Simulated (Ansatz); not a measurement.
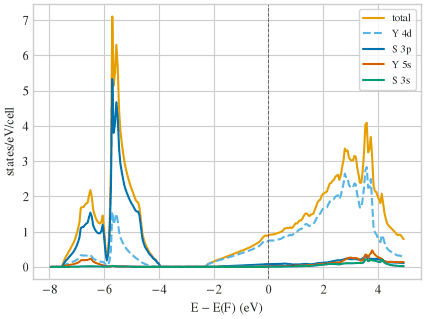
Figure: Total and projected density of states of YS (rock salt, space group No. 225), the program Ansatz at the r²SCAN level (PAW)

Question: Which orbitals carry the states next to the Fermi level?

Answer: Within 0.5 eV of the Fermi level: Y 4d 82 %, S 3p 9 %, outside the projected shells 6 %. Projections are on Löwdin-orthogonalised atomic valence shells; empty p or d shells of many metals are not among them.

Question: Where is the tallest occupied peak in this window, and what makes it?

Answer: Near -5.7 eV, about 7.1 states/eV per cell; the largest projected share is S 3p.

Space group Fm-3m (rock salt). The workflow started from an entry of the Crystallography Open Database (COD). Whether it is the stable phase at ambient conditions was not checked. Symmetry was held in the r²SCAN relaxation; its stability against distortions is not shown here. The run is not spin-polarised. With an odd number of electrons in the cell and no spin polarisation, the count alone makes it a metal. Scalar-relativistic: spin–orbit coupling is off unless named, which matters more the heavier the elements.

Potentials: the later of the program's two PAW sets.
